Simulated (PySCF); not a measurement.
| atom | x (Å) | y (Å) | z (Å) |
| --- | --- | --- | --- |
| Co | 0.0000 | 0.0000 | -1.2732 |
| Br | 0.0000 | 0.0000 | 0.9508 |

Method: PBE0/x2c-TZVPPall, spin-free X2C-1e, Gaussian nucleus, at a bond length of 2.224 Å (PySCF).

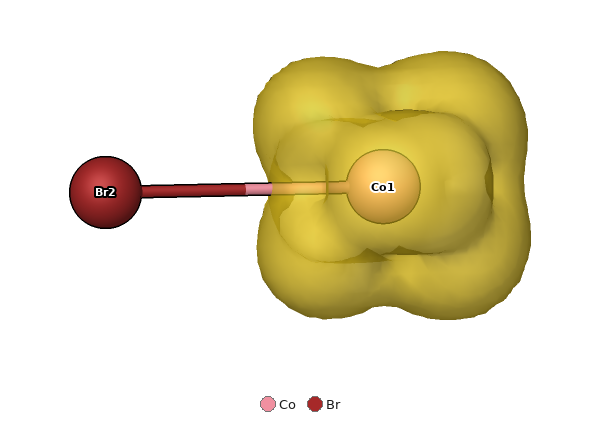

CoBr (triplet). Isosurfaces of the spin density at +0.03 (yellow) and −0.03 e/Å³ (cyan), seen from one side.

**Which atoms carry the spin?**

The unpaired spin (2 electrons) lies mostly on Co1 (about 2.0), in electrons by Hirshfeld's partition.
